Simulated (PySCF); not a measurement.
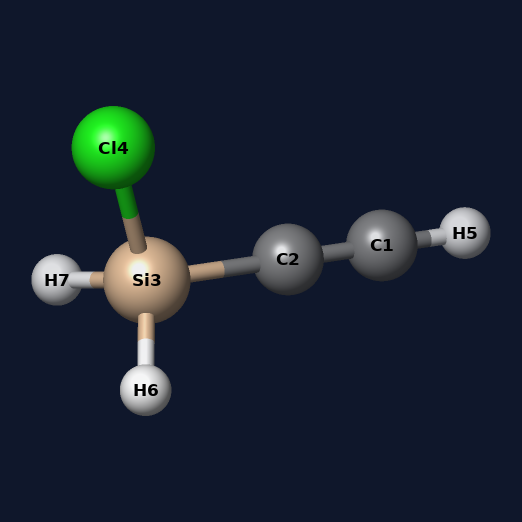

The geometry was computed by an optimisation with PBE0-D3(BJ)/def2-SVP. No frequency run is at hand to confirm it as a minimum. Level of theory: delta-SCF UKS SCAN, pcX-2 on the ionised atom, pcseg-1 elsewhere, spin-free X2C (PySCF 2.14.0).

Give the core-electron binding energies (to vacuum; p and d levels without spin–orbit splitting) of C1 1s, C2 1s, Si3 1s, Si3 2p, Cl4 1s, Cl4 2p.

```csv
atom,level,binding energy (eV)
C1,1s,291.1
C2,1s,290.8
Si3,1s,1848.2
Si3,2p,108.5
Cl4,1s,2828.7
Cl4,2p,206.6
```
